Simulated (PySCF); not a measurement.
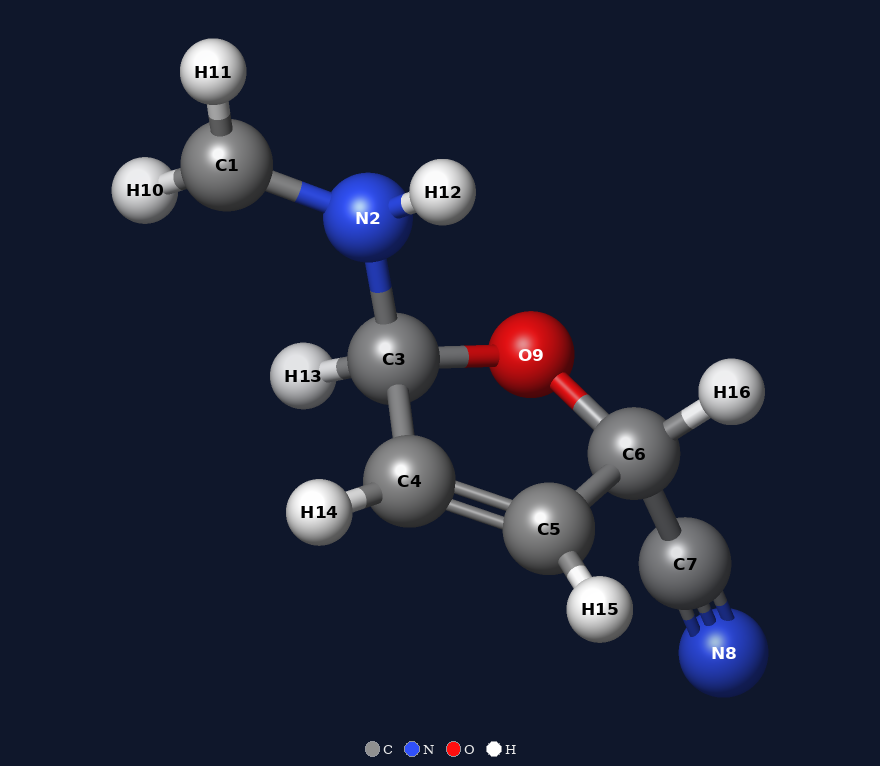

The species is neutral and a spin doublet. The geometry was computed by an optimisation with GFN2-xTB. No frequency run is at hand to confirm it as a minimum. Computed with UKS B3LYP, pcH-1 on C H N O, non-relativistic (PySCF 2.14.0). Fermi-contact and spin-dipolar terms alone, no spin-orbit part.

Question. Which nucleus has the largest dipolar (anisotropic) hyperfine coupling?

Answer. 13C at C1: principal values −67.5, −66.9, 134.4 MHz.

List the isotropic and dipolar parts for the most strongly coupled nuclei, one of each equivalent set.

```json
{"atom": "C1", "isotope": "13C", "a_iso (MHz)": "90.1", "dipolar part (MHz)": "−67.5, −66.9, 134.4"}
{"atom": "H11", "isotope": "1H", "a_iso (MHz)": "−47.4", "dipolar part (MHz)": "−32.8, 0.2, 32.6"}
{"atom": "H10", "isotope": "1H", "a_iso (MHz)": "−38.9", "dipolar part (MHz)": "−32.4, 0.1, 32.3"}
{"atom": "N2", "isotope": "14N", "a_iso (MHz)": "16.4", "dipolar part (MHz)": "−13.2, −12.6, 25.8"}
{"atom": "H12", "isotope": "1H", "a_iso (MHz)": "−7.5", "dipolar part (MHz)": "−14.7, −5.8, 20.5"}
{"atom": "H13", "isotope": "1H", "a_iso (MHz)": "6.2", "dipolar part (MHz)": "−4.0, −3.4, 7.4"}
{"atom": "C5", "isotope": "13C", "a_iso (MHz)": "2.0", "dipolar part (MHz)": "−3.2, −2.5, 5.7"}
{"atom": "C3", "isotope": "13C", "a_iso (MHz)": "−0.5", "dipolar part (MHz)": "−2.6, −2.3, 5.0"}
```
